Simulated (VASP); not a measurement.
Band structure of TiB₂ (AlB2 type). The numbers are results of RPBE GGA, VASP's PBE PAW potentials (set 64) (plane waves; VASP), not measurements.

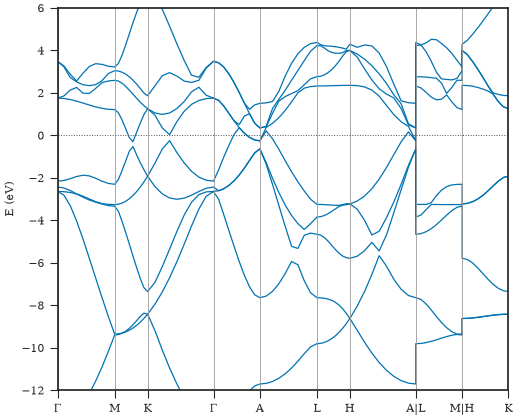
Figure. Bands along high-symmetry lines, zero at the valence-band maximum or, without a gap, the Fermi level

### Question
Read the plot: is there a gap, and where are the band edges?

### Answer
It has no gap at this level: it comes out as a metal or semimetal. (Edges off the drawn lines would not show.)

The compound is TiB2 in the AlB2 type structure. It was relaxed first.
